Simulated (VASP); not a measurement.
Band structure of Te₂W (relaxed from the 2H-MoS2 structure, space group P6_3/mmc). All values below come from LDA (Ceperley-Alder, Perdew-Zunger), VASP's LDA PAW potentials (set 64) (plane waves; VASP).

Unless said otherwise, spin-orbit coupling is left out, though it shifts the bands of the heavy elements here.

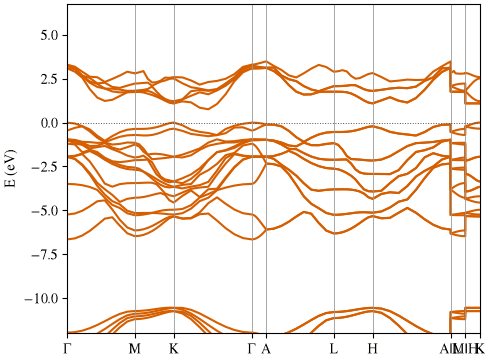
*Bands along high-symmetry lines, zero at the valence-band maximum or, without a gap, the Fermi level*

Q: Read the plot: is there a gap, and where are the band edges?

A: The gap is indirect, 0.75 eV, from the valence maximum at K to the conduction minimum at K-Γ at 0.44. (Edges off the drawn lines would not show.)

The structure was generated: Te2W was put into the 2H-MoS2 type (P6_3/mmc), which need not be its known phase. It was relaxed first, which changed the volume by -19 %.
